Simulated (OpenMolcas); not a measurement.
Run report: SiH₃OF, single-point calculation (part 2 of 2)

The same run, continued: SiH₃OF, SMILES O[SiH2]F; CASSCF/ANO-RCC-VDZP, DKH2 (OpenMolcas 26.06). The geometry comes from this level: PBE0-D4/def2-TZVP.

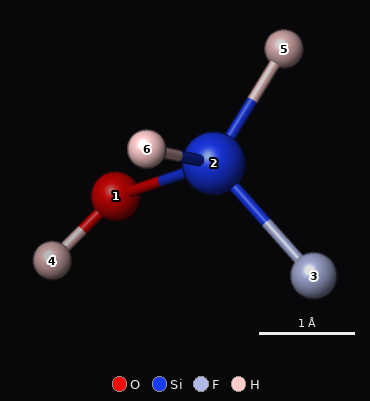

**Figure 1.** The structure (ball-and-stick view, seen at a tilt; atoms are numbered from 1 in the order of the input).

What the program printed, continued:
```
++    Natural Bond Order analysis
      ---------------------------
      Based on LoProp computed density
      -------------------------------------------------------------------------------------
      Atom A       Atom B       Bond Order
      -------------------------------------------------------------------------------------
      NBO located      0.999 non-bonded electrons on atom O1
      NBO located      1.002 non-bonded electrons on atom SI2
      NBO located      1.000 non-bonded electrons on atom SI2
      NBO located      0.999 non-bonded electrons on atom SI2
      NBO located      0.998 non-bonded electrons on atom SI2
      NBO located      0.998 non-bonded electrons on atom SI2
      NBO located      0.999 non-bonded electrons on atom F3
      NBO located      0.982 non-bonded electrons on atom F3
      The remaining   10.236 electrons are to be considered as diffuse
--

--

      Average orbitals are written to the RASORB file
      Natural orbitals for root   1 are written to the RASORB.1 file
      Spin density orbitals for root   1 are written to the SPDORB.1 file

--- Stop Module: rasscf /rc=_RC_ALL_IS_WELL_ ---

>>> COPY step2.RunFile RUNFIL1

>>> COPY step2.RasOrb INPORB

--- Start Module: gateway ---

                                              &GATEWAY

                       available to each process: 1.9 GB of memory, 1 thread

++    Symmetry information:
      ---------------------

                    Character Table for C1

                             E
                    a        1  x, y, xy, Rz, z, xz, Ry, yz, Rx, I
--

++    Basis set information:
      ----------------------

      Basis set label: O.ANO-RCC...3S2P1D.

      Electronic valence basis set:
      ------------------
      Associated Effective Charge   8.000000 au
      Associated Actual Charge      8.000000 au
      Nuclear Model: Point charge

      Shell  nPrim  nBasis  Cartesian Spherical Contaminant
         s      14       3        X
         p       9       2        X
         d       4       1                 X

      Basis set label: SI.ANO-RCC...4S3P1D.

      Electronic valence basis set:
      ------------------
      Associated Effective Charge  14.000000 au
      Associated Actual Charge     14.000000 au
      Nuclear Model: Point charge

      Shell  nPrim  nBasis  Cartesian Spherical Contaminant
         s      17       4        X
         p      12       3        X
         d       5       1                 X

      Basis set label: F.ANO-RCC...3S2P1D.

      Electronic valence basis set:
      ------------------
      Associated Effective Charge   9.000000 au
      Associated Actual Charge      9.000000 au
      Nuclear Model: Point charge

      Shell  nPrim  nBasis  Cartesian Spherical Contaminant
         s      14       3        X
         p       9       2        X
         d       4       1                 X

      Basis set label: H.ANO-RCC...2S1P.

      Electronic valence basis set:
      ------------------
      Associated Effective Charge   1.000000 au
      Associated Actual Charge      1.000000 au
      Nuclear Model: Point charge

      Shell  nPrim  nBasis  Cartesian Spherical Contaminant
         s       8       2        X
         p       4       1        X
--

++    Molecular structure info:
      -------------------------

                    ************************************************
                    **** Cartesian Coordinates / bohr, angstrom ****
                    ************************************************

     Center  Label                x              y              z                     x              y              z
        1      O1              -1.612881      -0.395331      -1.746296             -0.853500      -0.209200      -0.924100
        2      SI2              0.714883      -0.017574       0.234137              0.378300      -0.009300       0.123900
        3      F3               0.341662      -1.743839       2.679254              0.180800      -0.922800       1.417800
        4      H4              -3.239369       0.283837      -1.333391             -1.714200       0.150200      -0.705600
        5      H5               3.015247      -0.866439      -1.088104              1.595600      -0.458500      -0.575800
        6      H6               0.860014       2.618405       1.167095              0.455100       1.385600       0.617600

                    ***************************************
                    *    InterNuclear Distances / bohr    *
                    ***************************************

               1 O1            2 SI2           3 F3            4 H4            5 H5            6 H6
    1 O1       0.000000
    2 SI2      3.079497        0.000000
    3 F3       5.022371        3.016269        0.000000
    4 H4       1.810309        4.264282        5.747745        0.000000
    5 H5       4.698375        2.785779        4.702220        6.364237        0.000000
    6 H6       4.866791        2.799975        4.645910        5.339248        4.677081        0.000000

                    *******************************************
                    *    InterNuclear Distances / angstrom    *
                    *******************************************

               1 O1            2 SI2           3 F3            4 H4            5 H5            6 H6
    1 O1       0.000000
    2 SI2      1.629600        0.000000
    3 F3       2.657724        1.596141        0.000000
    4 H4       0.957974        2.256561        3.041576        0.000000
    5 H5       2.486273        1.474171        2.488308        3.367809        0.000000
    6 H6       2.575395        1.481683        2.458510        2.825409        2.475005        0.000000

                    **************************************
                    *    Valence Bond Angles / degree    *
                    **************************************
                          Atom centers                 Phi
                      5 H5       2 SI2      6 H6       113.72
--

            Nuclear Potential Energy            119.52842978 au

--- Stop Module: gateway /rc=_RC_ALL_IS_WELL_ ---

--- Start Module: seward ---

                                              &SEWARD

                       available to each process: 1.9 GB of memory, 1 thread

               SEWARD will generate:
                  Multipole Moment integrals up to order  2
                  Kinetic Energy integrals
                  Nuclear Attraction integrals (point charge)
                  One-Electron Hamiltonian integrals
                  Velocity integrals
                  Relativistic Douglas-Kroll-Hess integrals:
                    - Parametrization         : EXP
                    - DKH order of Hamiltonian: 2
                    - DKH order of Properties : 0
                         - multipole moment operators
                         - electric potential operators
                         - contact operators
                  Orbital angular momentum around (  0.0202  -0.5742   0.4282 )
                  Velocity quadrupole around (  0.0202  -0.5742   0.4282 )
                  Atomic mean-field integrals
                  Two-Electron Repulsion integrals

                   Integrals are discarded if absolute value <: 1.00E-14
                   Integral cutoff threshold is set to       <: 1.00E-16

            Nuclear Potential Energy            119.52842978 au

      Basis set specifications :
      Symmetry species         a
      Basis functions           61

--- Stop Module: seward /rc=_RC_ALL_IS_WELL_ ---
--- Module seward spent 4 seconds ---

>>> COPY step2.RunFile RUNFIL2

--- Start Module: expbas ---

                                              &EXPBAS

                       available to each process: 1.9 GB of memory, 1 thread

 Header on input orbitals file:
* RASSCF average (pseudo-natural) orbitals

 Information from input runfile
           Number of symmetries    1
      Number of basis functions   22

 Information from expanded basis set runfile
           Number of symmetries    1
      Number of basis functions   61
 New orbitals have been built in file EXPORB
--- Stop Module: expbas /rc=_RC_ALL_IS_WELL_ ---

--- Start Module: rasscf ---

                                              &RASSCF

                       available to each process: 1.9 GB of memory, 1 thread

      Header of the ONEINT file:
      --------------------------

      OrdInt status: non-squared

      Cartesian coordinates in angstrom:
      -----------------------------------------------------
      No.  Label        X            Y            Z
      -----------------------------------------------------
       1   O1        -0.85350000  -0.20920000  -0.92410000
       2   SI2        0.37830000  -0.00930000   0.12390000
       3   F3         0.18080000  -0.92280000   1.41780000
       4   H4        -1.71420000   0.15020000  -0.70560000
       5   H5         1.59560000  -0.45850000  -0.57580000
       6   H6         0.45510000   1.38560000   0.61760000
      -----------------------------------------------------
      Nuclear repulsion energy =  119.52842978

++    Wave function specifications:
      -----------------------------

      Number of closed shell electrons          32
      Number of electrons in active shells       2
      Max number of holes in RAS1 space          0
      Max nr of electrons in RAS3 space          0
      Number of inactive orbitals               16
      Number of active orbitals                  2
      Number of secondary orbitals              43
      Spin quantum number                      0.0
      State symmetry                             1
--

++    Orbital specifications:
      -----------------------

      Symmetry species                           1
                                                 a
      Frozen orbitals                            0
      Inactive orbitals                         16
      Active orbitals                            2
      RAS1 orbitals                              0
      RAS2 orbitals                              2
      RAS3 orbitals                              0
      Secondary orbitals                        43
      Deleted orbitals                           0
      Number of basis functions                 61
--

++    CI expansion specifications:
      ----------------------------

      Number of CSFs                             3
      Number of spin combinations                3
      Number of determinants                     4
      Number of root(s) required                 1
      Root chosen for geometry opt.              1
      CI root used                               1

      highest root included in the CI            1
      max. size of the explicit Hamiltonian      3
--

++    Optimization specifications:
      ----------------------------

      RASSCF algorithm: Conventional
      Maximum number of macro iterations       200
      Maximum number of SX iterations          100
      Threshold for RASSCF energy            1.000E-08
      Threshold for max MO rotation          1.000E-01
      Threshold for max BLB element          1.000E-04
      Level shift parameter                  5.000E-01
      Make Quasi-Newton update
--

      The MO-coefficients are taken from the file:
      step2.ExpOrb
      Title:Basis set expanded orbital file EXPORB

      Total molecular charge    0.00

      ************************************************************************************************************************
      *                                            Wave function control section                                             *
      ************************************************************************************************************************

                                         RASSCF iterations: Energy and convergence statistics
                                         ----------------------------------------------------

          iter iter root      energy       change     param      element    value   shift minimum  type update hh:mm:ss
 Nr of preliminary CI iterations:   1
        1   1   14    1  -465.60826635    0.00E+00  -6.86E-02   15  29 1  2.05E-01*  0.00   0.00    SX    NO    0:00:00
        2   1   13    1  -465.88429834   -2.76E-01*  5.69E-02   10  22 1  6.53E-02*  0.00   0.00    SX    NO    0:00:00
        3   1   16    1  -465.91435241   -3.01E-02*  3.80E-02   13  42 1 -3.58E-02*  0.00   0.00    SX    NO    0:00:00
        4   1   13    1  -465.91880117   -4.45E-03*  2.08E-02    8  41 1 -2.12E-02*  0.00   0.00    SX    NO    0:00:00
        5   1   13    1  -465.91986881   -1.07E-03*  8.67E-03   13  42 1 -1.63E-02*  0.00   0.68    QN   YES    0:00:00
        6   1   12    1  -465.92040665   -5.38E-04*  9.33E-03   13  42 1 -2.10E-03*  0.00   1.21    QN   YES    0:00:00
        7   1   11    1  -465.92045691   -5.03E-05*  7.89E-03   10  22 1  5.50E-04*  0.00   1.38    QN   YES    0:00:00
        8   1   10    1  -465.92046778   -1.09E-05*  5.56E-03   13  42 1  4.03E-04*  0.00   1.42    QN   YES    0:00:00
        9   1   10    1  -465.92047123   -3.45E-06* -3.32E-03   16  25 1  2.38E-04*  0.00   1.50    QN   YES    0:00:00
       10   1    9    1  -465.92047239   -1.16E-06* -9.47E-04   10  22 1 -1.83E-04*  0.00   1.21    QN   YES    0:00:00
       11   1    8    1  -465.92047255   -1.56E-07*  1.90E-04    8  41 1  6.07E-05   0.00   0.97    QN   YES    0:00:00
       12   1    7    1  -465.92047257   -2.38E-08*  1.08E-04   15  26 1  1.99E-05   0.00   0.99    QN   YES    0:00:00
       13   1    6    1  -465.92047257   -3.90E-09   1.30E-04   16  25 1 -5.35E-06   0.00   1.95    QN   YES    0:00:00
      Convergence after 13 iterations
       14   1    6    1  -465.92047258   -2.91E-09   1.30E-04   15  26 1 -5.63E-06   0.00   1.95    QN   YES    0:00:00

      ************************************************************************************************************************
                                                      Wave function printout:
                       occupation of active orbitals, and spin coupling of open shells (u,d: Spin up or down)
      ************************************************************************************************************************

      Note: transformation to natural orbitals
      has been made, which may change the order of the CSFs.

      printout of CI-coefficients larger than  0.05 for root  1
      energy=    -465.920473
      conf/sym  11     Coeff  Weight
             1  20   0.99558 0.99118
             3  02  -0.09392 0.00882

      Natural orbitals and occupation numbers for root  1
      sym 1:   1.982360   0.017640

      ************************************************************************************************************************
      *                                                    Final results                                                     *
      ************************************************************************************************************************

++    Final optimization conditions:
      ------------------------------

      Average CI energy                            -465.92047258
      RASSCF energy for state  1                   -465.92047258
      Super-CI energy                                -0.00000000
      RASSCF energy change                           -0.00000000
      Max change in MO coefficients              -2.118E-04
      Max non-diagonal density matrix element     1.295E-04
      Maximum BLB matrix element                 -5.634E-06
      (orbital pair  15,  26 in symmetry   1)
      Norm of electronic gradient            2.280E-05
--

      Final state energy(ies):
      ------------------------

::    RASSCF root number  1 Total energy:   -465.92047258
      Von Neumann Entropy (Root   1) =  0.07287

      Mulliken population analysis for root number:  1
      -----------------------------------------------

++    Molecular charges:
      ------------------

      Mulliken charges per centre
      ---------------------------

                O1      SI2     F3      H4      H5      H6
      Total    8.4818 12.8285  9.5039  0.9395  1.1180  1.1283

      N-E     -0.4818  1.1715 -0.5039  0.0605 -0.1180 -0.1283

      Total electronic charge=   34.000000

      Total            charge=   -0.000000
--

      Expectation values of various properties for root number:  1
      -----------------------------------------------------------

++    Molecular properties:
      ---------------------

      Charge (e):
                      =   -0.0000
      Dipole Moment (debye):
      Origin of the operator (angstrom)=    0.0107   -0.3039    0.2266
                   X= -5.5204E-01               Y=  1.6908E+00               Z= -4.2745E-01           Total=  1.8293E+00
      Quadrupole Moment (debye*angstrom):
      Origin of the operator (angstrom)=    0.0107   -0.3039    0.2266
                  XX= -2.0710E+01              XY= -1.3546E+00              XZ= -2.9272E-01              YY= -2.5417E+01
                  YZ=  5.9468E-01              ZZ= -2.9459E+01
      In traceless form (debye*angstrom)
                  XX=  6.7274E+00              XY= -2.0319E+00              XZ= -4.3907E-01              YY= -3.3244E-01
                  YZ=  8.9203E-01              ZZ= -6.3950E+00
--

      LoProp population analysis for root number:  1
      -----------------------------------------------

++    LoProp analysis:
      ----------------

++    Static properties:
      ------------------

      LoProp Charges per center

                   O1       SI2      F3       H4       H5       H6
      Nuclear      8.0000  14.0000   9.0000   1.0000   1.0000   1.0000
      Electronic  -8.7832 -12.7068  -9.5530  -0.6444  -1.1445  -1.1681

      Total       -0.7832   1.2932  -0.5530   0.3556  -0.1445  -0.1681
--

      Natural Bond Order analysis for root number:  1

++    Natural Bond Order analysis
      ---------------------------
      Based on LoProp computed density
      -------------------------------------------------------------------------------------
      Atom A       Atom B       Bond Order
        SI2          H6             0.784
      -------------------------------------------------------------------------------------
      NBO located      1.569 electrons involved in    1 bonds.
      NBO located      0.999 non-bonded electrons on atom O1
      NBO located      0.960 non-bonded electrons on atom SI2
      NBO located      1.000 non-bonded electrons on atom SI2
      NBO located      1.000 non-bonded electrons on atom SI2
      NBO located      0.998 non-bonded electrons on atom SI2
      NBO located      0.998 non-bonded electrons on atom SI2
      NBO located      1.000 non-bonded electrons on atom F3
      NBO located      0.992 non-bonded electrons on atom F3
      The remaining    9.144 electrons are to be considered as diffuse
--

--

      Average orbitals are written to the RASORB file
      Natural orbitals for root   1 are written to the RASORB.1 file
      Spin density orbitals for root   1 are written to the SPDORB.1 file

--- Stop Module: rasscf /rc=_RC_ALL_IS_WELL_ ---
--- Module rasscf spent 1 second ---

.##################.
.# Happy landing! #.
.##################.

    Timing: Wall=8.53 User=7.16 System=1.35
```

This output came from the following input.

The input:
```
* FH3OSi CASSCF

&GATEWAY
 Coord = coord.xyz
 Basis = ANO-RCC-MB
 Group = NoSym

&SEWARD

&RASSCF
 FileOrb = $CurrDir/step1.LocOrb
 Alter = 2
 1 10 17
 1 18 20
 Spin = 1
 Nactel = 2 0 0
 Inactive = 16
 Ras2 = 2
 OrbListing = Nothing
>>> COPY $Project.RunFile RUNFIL1
>>> COPY $Project.RasOrb INPORB

&GATEWAY
 Coord = coord.xyz
 Basis = ANO-RCC-VDZP
 Group = NoSym

&SEWARD
>>> COPY $Project.RunFile RUNFIL2

&EXPBAS

&RASSCF
 FileOrb = $Project.ExpOrb
 Spin = 1
 Nactel = 2 0 0
 Inactive = 16
 Ras2 = 2
 OrbListing = Nothing
```

File coord.xyz:
```
6

O     -0.853500    -0.209200    -0.924100
Si     0.378300    -0.009300     0.123900
F      0.180800    -0.922800     1.417800
H     -1.714200     0.150200    -0.705600
H      1.595600    -0.458500    -0.575800
H      0.455100     1.385600     0.617600
```

Launch command:
```bash
export MOLCAS_MEM=1860
pymolcas step2.input > step2.log
```

Results in brief:

| quantity | value |
| --- | --- |
| outcome | converged |
| total energy | −465.920473 hartree |
| CASSCF energy | −465.920473 hartree |
| basis functions | 61 |
| hardware | 1 thread of Arm Neoverse V1, 24 GiB of memory available, shared host |
| wall time | 9 s |
| peak memory | 0.41 GiB |
